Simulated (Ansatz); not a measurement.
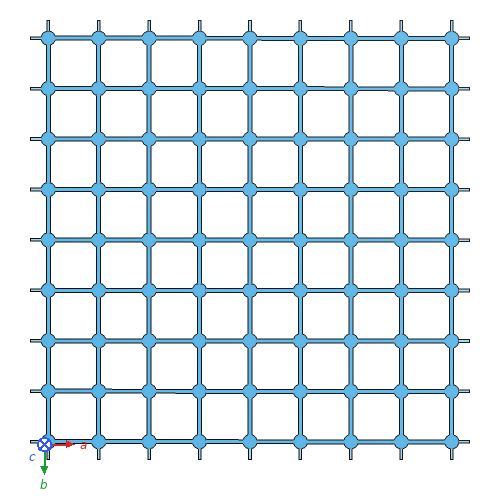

A cut-out of a periodic net derived from a crystal structure. Nodes are coloured by topological kind. One layer is drawn. Short stubs are edges that leave the cut-out.

> Classify the net: periodicity, connectivity, name.

A uninodal 4-connected, two-periodic (layers) net. It is the sql net, known from the square lattice.

> Give point symbol and coordination sequence.

4^4.6^2, sequence 4, 8, 12, 16.

Origin of the net. RbIr (space group P4/mmm, No. 123). Coordinates: the geometry relaxed with DFT PBE, scalar-relativistic, plane waves, PAW in Ansatz; the starting structure was generated, so it need not be a known form of this composition. Bonds are taken as Ir–Ir below 3.2 Å; Rb is left out of the net, as the electropositive filling of the structure; no other contact counts. Simplification: prune 0- and 1-connected atoms, fold 2-connected ones into links. Ir is a 4-connected node.
